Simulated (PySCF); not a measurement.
# C5H12NOPSi: the cost of one run

Computed with PySCF 2.14.0 and routines of our own; the level stands in each step. Atoms count from 0.

### Step 1. The starting structure

21 atoms, charge 0, multiplicity 1; geometry from: GFN2-xTB.

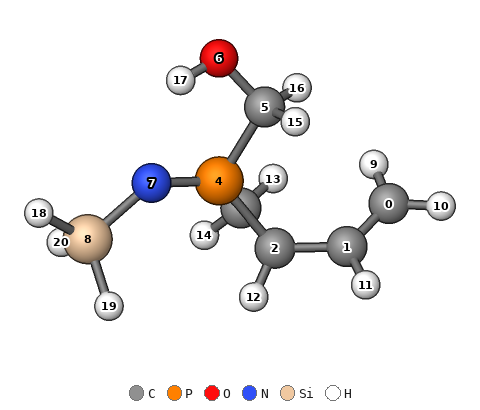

The starting geometry (carbon grey, phosphorus orange, oxygen red, nitrogen blue, silicon light orange, hydrogen white).

### Step 2. Vibronic structure: TDDFT B3LYP/6-31G*

Job settings and geometry (Å):

```
{"job": {"kind": "vib", "xc": "B3LYP", "basis": "6-31G*", "tda": false}, "charge": 0, "multiplicity": 1}
C      3.006261     0.453254     0.386112
C      2.154863    -0.378850     0.969021
C      0.908173    -0.900507     0.398084
C      0.603294    -0.789785    -1.133058
P     -0.521388     0.166658    -0.076461
C     -0.126208     1.969081     0.034350
O     -1.237270     2.691636    -0.379318
N     -2.054427     0.001069     0.190042
Si    -3.010945    -1.436406     0.189167
H      2.868977     0.826654    -0.614170
H      3.892985     0.790002     0.893266
H      2.356975    -0.719270     1.977321
H      0.601776    -1.851432     0.826905
H      1.352552    -0.294428    -1.733802
H      0.231614    -1.698166    -1.590787
H      0.146123     2.194834     1.079600
H      0.717487     2.222877    -0.612230
H     -2.026262     2.205359    -0.086034
H     -4.346953    -0.921061     0.467302
H     -2.566737    -2.378474     1.224449
H     -2.959811    -2.136105    -1.100825
```

Level: TDDFT B3LYP/6-31G* vertical-gradient vibronic structure (displaced harmonic oscillators, Condon), gas phase.

Run with:

```sh
$ OMP_NUM_THREADS=1 python excited_run.py task.json out
```

The driver reads the jobs from task.json and runs them one after another.

**Question.** How long does this first job take on 1 thread of Intel Xeon Platinum 8488C, shared host, and how much memory does it need?

About 66 s, with a peak of 1 GiB.
